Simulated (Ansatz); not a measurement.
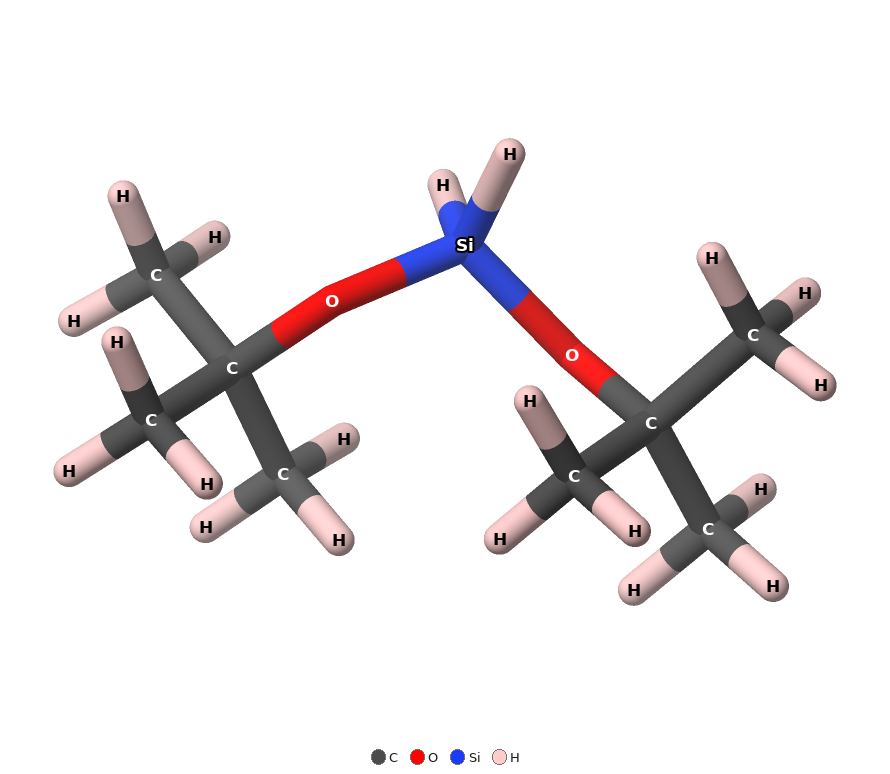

Computed geometry: PBE-D4/def2-SVP optimisation. No frequency run is at hand to confirm it as a minimum. Method: RKS PBE-D4/def2-SVP (Ansatz 0.2.0).

**Give the dispersion correction at this level.**

−82.7 kJ/mol.

**Estimate the dipole moment.**

1.04 D.
